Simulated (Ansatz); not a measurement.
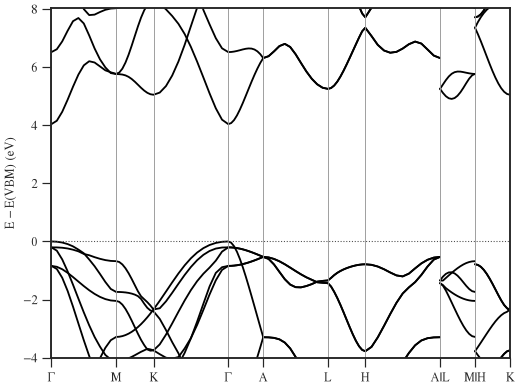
*Band structure from PBE (plane waves, PAW; program Ansatz)*

Read off the gap and where the band edges lie.

About 4.0 eV (4.04 eV by a search for the band edges); maximum at Γ, minimum at Γ.

The material is AlN (wurtzite, P6_3mc).

The PBE relaxation kept the symmetry of its start.

Potentials: the earlier of the program's two PAW sets.
